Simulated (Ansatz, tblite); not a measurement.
# AsH2(tBu) (C4H11As): spin-state energies by level

Is the singlet the ground state of AsH2(tBu) (C4H11As)? Other spin states are computed and compared level by level.

Method: as each input shows; program: Ansatz 0.2.0, Gaussian basis.

Levels to be run: triplet, at the geometry of the singlet (GFN1-xTB, GFN2-xTB, PBE0-D4/def2-TZVP, PBE-D4/def2-TZVP, r2SCAN-D4/def2-TZVP); the singlet's energies come from earlier runs.

2 further runs of the same task are left out: 2 set aside as unsound or not needed.

### Step 1. The relaxed structure

The geometry is that of the singlet, from an earlier relaxation (PBE-D4/def2-SVP).

16 atoms, charge 0, spin multiplicity 1.

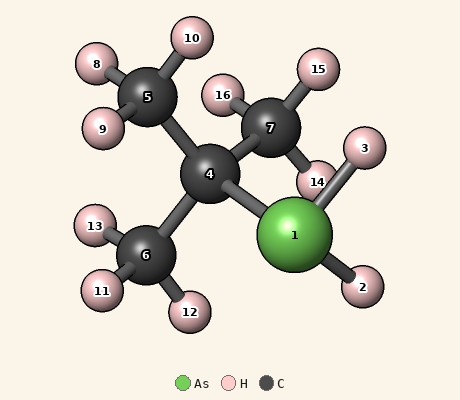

The geometry (arsenic green, hydrogen pink, carbon dark grey); atoms are numbered from 1 in the order of the file.

### Step 2. Triplet at the fixed geometry, GFN1-xTB

Tight binding, by tblite at 300 K electronic temperature and without a spin-polarisation term:

```python
tblite.interface.Calculator('GFN1-xTB', numbers, positions, charge=0, uhf=2).singlepoint()
```

Energy -450.5543 eV; 0.015 s.

### Step 3. Triplet at the fixed geometry, GFN2-xTB

Tight binding, by tblite at 300 K electronic temperature and without a spin-polarisation term:

```python
tblite.interface.Calculator('GFN2-xTB', numbers, positions, charge=0, uhf=2).singlepoint()
```

Energy -443.9528 eV; 0.015 s.

### Step 4. Triplet at the fixed geometry, PBE0-D4/def2-TZVP

in.yaml

```yaml
crystal:
  periodic: [false, false, false]
  atoms:
    - {symbol: As, position_ang: [0.886667, 1.467138, 1.177401]}
    - {symbol: H, position_ang: [2.117774, 1.571815, 0.252425]}
    - {symbol: H, position_ang: [0.178267, 2.610610, 0.420529]}
    - {symbol: C, position_ang: [-0.001691, -0.020798, 0.112509]}
    - {symbol: C, position_ang: [-1.444561, -0.131962, 0.627467]}
    - {symbol: C, position_ang: [0.776250, -1.308954, 0.420345]}
    - {symbol: C, position_ang: [0.011690, 0.269333, -1.391852]}
    - {symbol: H, position_ang: [-1.968890, -0.970438, 0.118033]}
    - {symbol: H, position_ang: [-1.481227, -0.330009, 1.718612]}
    - {symbol: H, position_ang: [-2.025741, 0.792083, 0.428057]}
    - {symbol: H, position_ang: [0.794185, -1.533011, 1.506943]}
    - {symbol: H, position_ang: [1.826170, -1.250844, 0.065870]}
    - {symbol: H, position_ang: [0.300349, -2.174578, -0.091184]}
    - {symbol: H, position_ang: [1.044640, 0.368579, -1.782475]}
    - {symbol: H, position_ang: [-0.534551, 1.203006, -1.635377]}
    - {symbol: H, position_ang: [-0.479350, -0.561959, -1.947302]}
basis:
  gaussian: {orbitals: def2-TZVP}
magnetization: {spin_polarized: true, initial_magnetization: 2}
hamiltonian: {xc: pbe0, dispersion: d4}
scf: {omitted_lower_state_checks: [starts]}
output: {orbitals: {seedname: orbitals}}
```

Started as:

```console
> ansatz run in.yaml --threads 4 --pin off --events-out ev --progress --plain --max-ram 8704MiB
```

The log of the run:

```text
Functional definition: PBE0
  name "PBE0"
  cite "Adamo & Barone, J. Chem. Phys. 110, 6158 (1999) doi:10.1063/1.478522"
  cite "Perdew, Burke & Ernzerhof, Phys. Rev. Lett. 77, 3865 (1996) doi:10.1103/PhysRevLett.77.3865"
  parent pbe
  parameter a = 0.25
  parameter kappa = 0.804
  parameter beta = 0.06672455060314922
  exchange = (1 - a)*pbe_x(kappa = kappa, mu = beta*pi^2/3) + a*exact_x
  correlation = pbe_c(beta = beta)
these checks for a lower state are left out or cut short: starts
1627 factors; their error is unknown
mean field evaluation 1: about -65137.4750 eV, gradient 5.4e1 eV
mean field evaluation 2: about -65092.7773 eV, gradient 1.0e2 eV
mean field evaluation 4: about -65152.0522 eV, gradient 7.3e0 eV
mean field evaluation 8: about -65152.3201 eV, gradient 2.3e-1 eV
mean field evaluation 16: about -65152.5500 eV, gradient 2.6e-3 eV
mean field -65152.54994677 eV, -2394.3120485594 hartree, gradient 3.0e-5 eV, S^2 2.006688; 0 other end points of the search recorded, 0 dependent functions left out
reference -65152.54998357 eV, -2394.3120499115 hartree; 35, 33 occupied and 203, 205 virtual orbitals, 1627 factors
Total energy: -65152.87554536 eV, -2394.3240140869 hartree
Checks for a lower state left out: starts
```

It took 13 s on 4 threads of Intel Xeon Platinum 8259CL at 2.50GHz, shared host; peak memory 1 GiB.

Report: HOMO -2.18 eV, LUMO -4.84 eV (over both spins; with the spin held, an empty level of the minority spin lies below the top filled one); ⟨S²⟩ 2.007 (pure: 2.00).

### Step 5. Triplet at the fixed geometry, PBE-D4/def2-TZVP

start.molden holds the orbitals of an earlier run on this state, given as this run's starting guess.

Edit in.yaml of step 4 so:

```diff
@@ -20,5 +20,5 @@
 basis:
-  gaussian: {orbitals: def2-TZVP}
+  gaussian: {orbitals: def2-TZVP, initial_orbitals: start.molden}
 magnetization: {spin_polarized: true, initial_magnetization: 2}
-hamiltonian: {xc: pbe0, dispersion: d4}
+hamiltonian: {xc: pbe, dispersion: d4}
 scf: {omitted_lower_state_checks: [starts]}
```

Same command.

The log of the run:

```text
Functional definition: PBE
  name "PBE"
  cite "Perdew, Burke & Ernzerhof, Phys. Rev. Lett. 77, 3865 (1996) doi:10.1103/PhysRevLett.77.3865"
  parent pbe
  parameter kappa = 0.804
  parameter beta = 0.06672455060314922
  exchange = pbe_x(kappa = kappa, mu = beta*pi^2/3)
  correlation = pbe_c(beta = beta)
these checks for a lower state are left out or cut short: starts
1577 factors; their error is unknown
mean field evaluation 1: about -65149.8939 eV, gradient 7.9e0 eV
mean field evaluation 2: about -65150.0355 eV, gradient 2.0e-1 eV
mean field evaluation 4: about -65149.9972 eV, gradient 8.3e-3 eV
mean field evaluation 8: about -65149.9972 eV, gradient 1.2e-5 eV
mean field -65149.99716117 eV, -2394.2182354187 hartree, gradient 1.2e-5 eV, S^2 2.003613; 0 other end points of the search recorded, 0 dependent functions left out
reference -65149.99721063 eV, -2394.2182372365 hartree; 35, 33 occupied and 203, 205 virtual orbitals, 1577 factors
Total energy: -65150.38205974 eV, -2394.2323801804 hartree
Checks for a lower state left out: starts
```

Wall time 6 s (4 threads of Intel Xeon Platinum 8259CL at 2.50GHz, shared host).

Report: HOMO -1.41 eV, LUMO -5.85 eV (over both spins; with the spin held, an empty level of the minority spin lies below the top filled one); ⟨S²⟩ 2.004 (pure: 2.00).

### Step 6. Triplet at the fixed geometry, r2SCAN-D4/def2-TZVP

Edit in.yaml of step 5 so:

```diff
@@ -22,3 +22,3 @@
 magnetization: {spin_polarized: true, initial_magnetization: 2}
-hamiltonian: {xc: pbe, dispersion: d4}
+hamiltonian: {xc: r2scan, dispersion: d4}
 scf: {omitted_lower_state_checks: [starts]}
```

Launched as before.

The log of the run:

```text
Functional definition: r2SCAN
  name "r2SCAN"
  cite "Furness, Kaplan, Ning, Perdew & Sun, J. Phys. Chem. Lett. 11, 8208 (2020) doi:10.1021/acs.jpclett.0c02405"
  cite "Furness, Kaplan, Ning, Perdew & Sun, J. Phys. Chem. Lett. 11, 9248 (2020) doi:10.1021/acs.jpclett.0c03077"
  parent r2scan
  parameter k0 = 0.174
  parameter k1 = 0.065
  parameter a1 = 4.9479
  exchange = r2scan_x(k0 = k0, k1 = k1, a1 = a1)
  correlation = r2scan_c
these checks for a lower state are left out or cut short: starts
1577 factors; their error is unknown
mean field evaluation 1: about -65162.4075 eV, gradient 5.2e0 eV
mean field evaluation 2: about -65162.4640 eV, gradient 7.8e-2 eV
mean field evaluation 4: about -65162.4253 eV, gradient 2.2e-3 eV
mean field evaluation 8: about -65162.4253 eV, gradient 1.9e-5 eV
mean field -65162.42525717 eV, -2394.6749595227 hartree, gradient 1.9e-5 eV, S^2 2.008029; 0 other end points of the search recorded, 0 dependent functions left out
reference -65162.42527307 eV, -2394.6749601070 hartree; 35, 33 occupied and 203, 205 virtual orbitals, 1577 factors
Total energy: -65162.52316416 eV, -2394.6785575383 hartree
Checks for a lower state left out: starts
```

It took 11 s on 4 threads of Intel Xeon Platinum 8259CL at 2.50GHz, shared host.

HOMO -1.49 eV, LUMO -5.50 eV (over both spins; with the spin held, an empty level of the minority spin lies below the top filled one); ⟨S²⟩ 2.008 (pure: 2.00).

### Step 7. Triplet less singlet, vertical

The singlet's energies are those of its earlier runs, whose logs aren't repeated here.

| level | triplet less singlet, vertical (eV) | time |
| --- | --- | --- |
| GFN1-xTB | +5.419 | 0.036 s |
| GFN2-xTB | +5.796 | 0.027 s |
| PBE-D4/def2-TZVP | +4.941 | 9.2 s |
| r2SCAN-D4/def2-TZVP | +5.004 | 16 s |
| PBE0-D4/def2-TZVP | +5.057 | 21 s |

Times add the two runs; a level without a time comes out of a correlated run. Tight binding without a spin term can't rank spin states.

### Step 8. What came out

```
                                                quantity                                   value
triplet less singlet, vertical, functionals in def2-TZVP  +4.941 (PBE-D4) to +5.057 eV (PBE0-D4)
```

In words: All functionals put the triplet above the singlet, over a spread of 0.117 eV. The checks for a lower triplet were left out, so another state of that spin may lie lower. These are electronic energies, without zero-point motion, entropy or surroundings.
